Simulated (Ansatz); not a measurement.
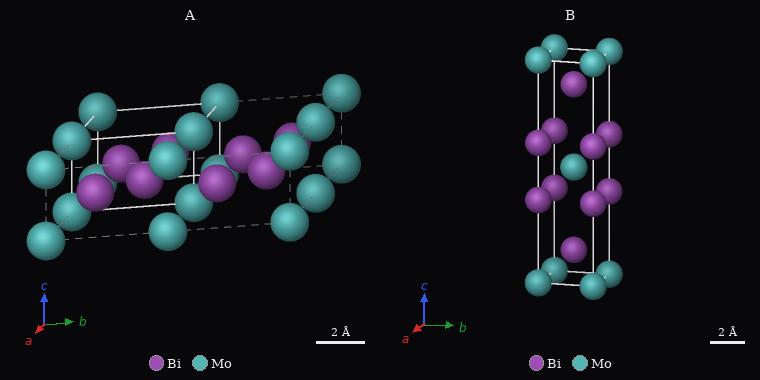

Two structures of Bi2Mo, each relaxed to rest (conventional cells in solid outline, small ones repeated, not to one scale). Method: DFT PBE, scalar-relativistic, plane waves, PAW in Ansatz, without spin polarisation.

Which structures are these?

Answer. A: AlB₂ type, P6/mmm. B: 6 atoms a cell on a body-centred tetragonal lattice, I4/mmm.

Which is the more stable form at this level of theory?

Answer. B is lower, by 731 meV/atom at this level of theory (energies at zero smearing). Volumes: A 25.5, B 26.1 Å³/atom.

One or both may be structure types tried for this composition rather than known phases.
